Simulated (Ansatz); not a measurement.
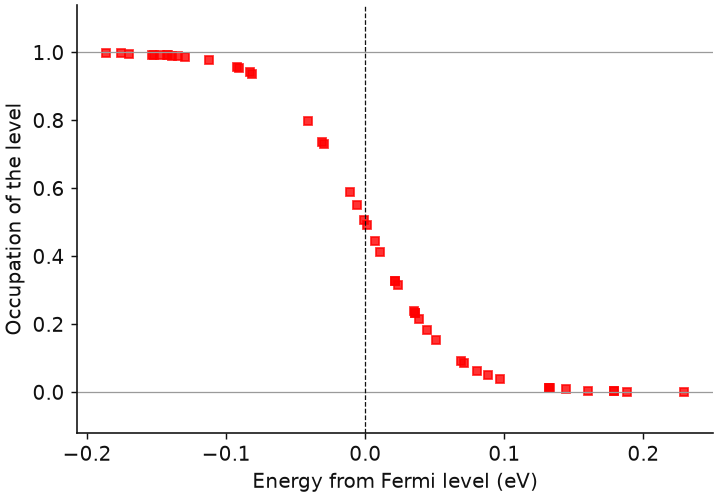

Occupations of the one-electron levels of the k mesh against their energy, from a run on TiPtF₆, space group R-3m (No. 166), 8 atoms in the cell, LaAlH6-166 type type, with Ansatz.

Name the smearing function and its width.

Answer. Fermi-Dirac smearing with a width of 0.03 eV. The occupations stay between 0 and 1 and have long exponential tails; the slope at the Fermi level is 1/(4 × width).
